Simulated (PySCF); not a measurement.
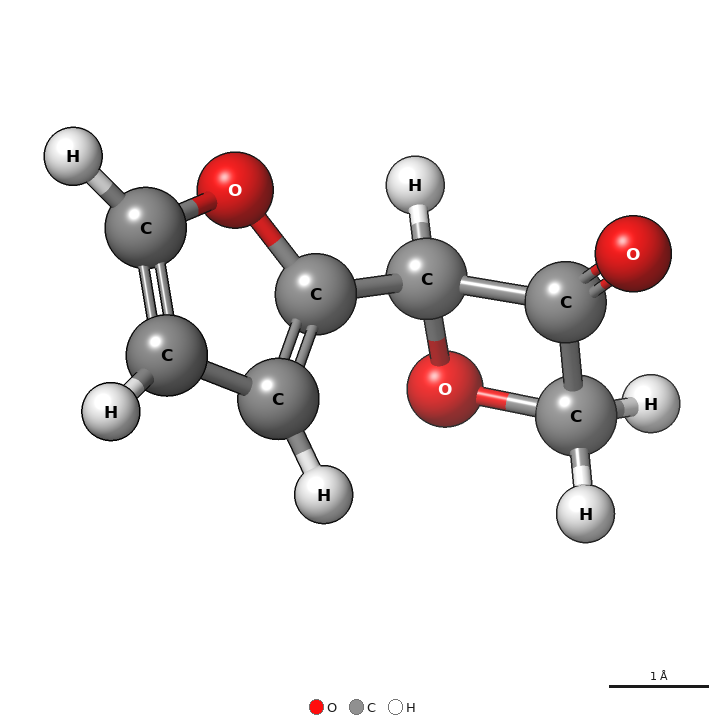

Ball-and-stick drawing of a structure. Double and triple bonds are drawn as two and three sticks.

Computed geometry: GFN2-xTB optimisation. No frequency run is at hand to confirm it as a minimum.

Give the formula.

C7H6O3, 16 atoms: 7 carbon, 6 hydrogen and 3 oxygen.

What is its SMILES?

O=C1CO[C@H]1c1ccco1

Does it have rings?

Independent rings (smallest set): 1 of 4 members, 1 of 5 members, 1 of them aromatic.

Name functional groups in it.

Among them: ether, ketone.

Count the bonded pairs by element.

6 C–C, 6 C–H, 5 C–O.

More results for the same structure follow; atom numbers are the same in all pictures, views and colours differ.

**Symmetry**

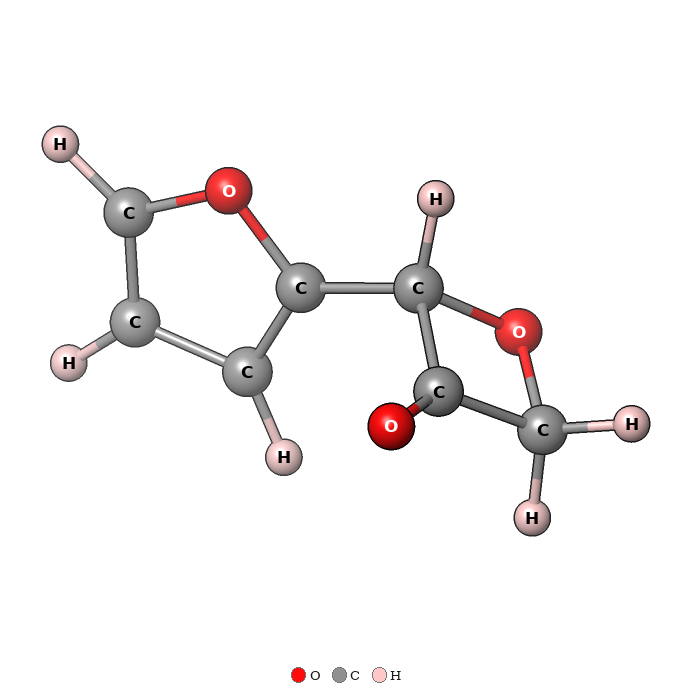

Distant atoms are faded towards the background colour. No frequency run is at hand to confirm it as a minimum.

Which symmetry elements does this geometry have?

It has no symmetry element but the identity, so the point group is C1. The group has 1 operation. The geometry is chiral, and symmetry allows a dipole moment.

**NMR shielding**

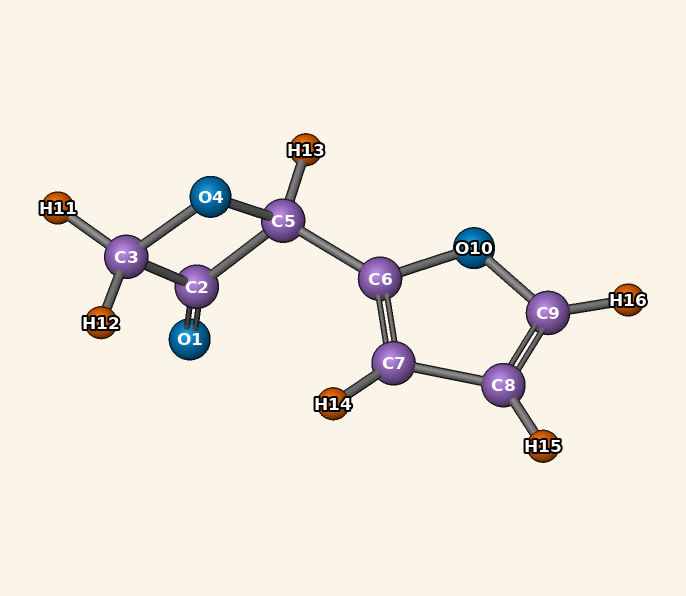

The questions are on isotropic NMR shieldings of the O atoms. No frequency run is at hand to confirm it as a minimum. Method: GIAO PBE0/pcSseg-1 NMR shielding, non-relativistic, gas phase (PySCF 2.14.0).

List the isotropic NMR shieldings of the O atoms.

```json
{"atom": "O1", "σ (ppm)": "−312.3"}
{"atom": "O4", "σ (ppm)": "304.9"}
{"atom": "O10", "σ (ppm)": "28.9"}
```

**Ring current**

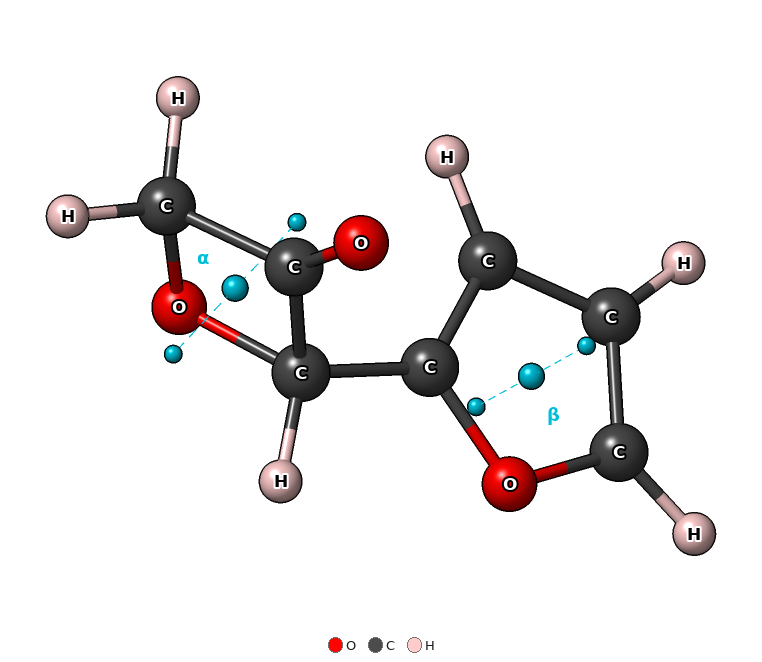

The small points mark where nucleus-independent chemical shifts (NICS) were computed: at the centre of each lettered ring and 1 Å above and below it. No frequency run is at hand to confirm it as a minimum. Method: GIAO PBE0/pcSseg-1 NMR shielding, non-relativistic, gas phase (PySCF 2.14.0).

Give NICS(0), NICS(1) and the out-of-plane component NICS(1)zz for each ring (means of the two sides).

| ring | members | NICS(0) | NICS(1) | NICS(1)zz |
| --- | --- | --- | --- | --- |
| α | C3O | 6.3 | 0.8 | −0.4 |
| β | C4O | −12.1 | −10.5 | −27.1 |

Values in ppm.

What do the values say about the ring currents?

Ring β: diatropic, as in an aromatic ring. NICS is one index among several.

**Quadrupole coupling**

No frequency run is at hand to confirm it as a minimum. Electric field gradients from the ground-state density, PBE0/pcSseg-1 (PySCF 2.14.0), non-relativistic apart from any core potentials.

Give the largest field-gradient component, the quadrupole coupling constant and the asymmetry for 17O at O1 (Q = −25.6 mb), 17O at O4 (Q = −25.6 mb), 17O at O10 (Q = −25.6 mb), 2H at H11 (Q = 2.86 mb), 2H at H12 (Q = 2.86 mb).

```tsv
atom	V_zz (a.u.)	e²qQ/h (MHz)	η
O1	−1.816	10.93	0.56
O4	−2.110	12.69	0.78
O10	1.421	−8.55	0.01
H11	0.296	0.199	0.05
H12	0.297	0.200	0.05
```

**Charges**

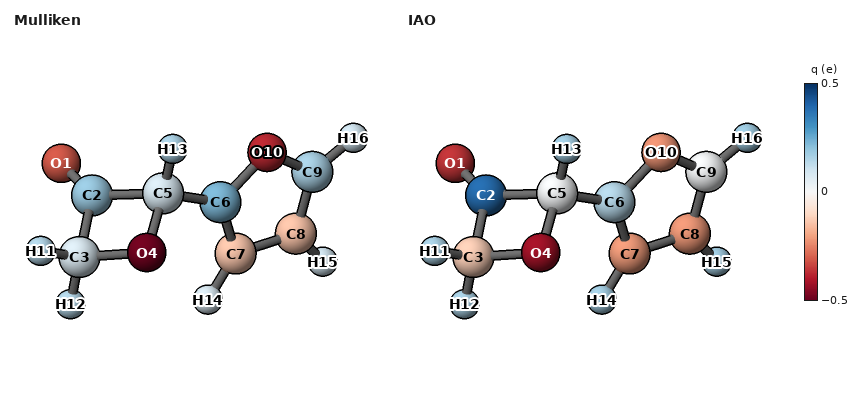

Atomic charges of one calculation by 2 schemes, on one colour scale. No frequency run is at hand to confirm it as a minimum. Method: PBE0/pcSseg-1 (PySCF 2.14.0).

On which atom do the schemes disagree most?

On C2 (from 0.19 to 0.38 e); C3 (from −0.12 to 0.07 e).

List the charges (e), one line for each set of equivalent atoms.

```
atom  Mulliken    IAO
  O1     −0.30  −0.36
  C2      0.19   0.38
  C3      0.07  −0.12
  O4     −0.48  −0.42
  C5      0.08   0.01
  C6      0.23   0.14
  C7     −0.14  −0.21
  C8     −0.14  −0.22
  C9      0.16   0.01
 O10     −0.38  −0.23
 H11      0.15   0.16
 H12      0.15   0.16
 H13      0.16   0.17
 H14      0.08   0.17
 H15      0.09   0.17
 H16      0.10   0.18
```

Mulliken values depend strongly on the basis set and can even reverse the polarity of a bond.
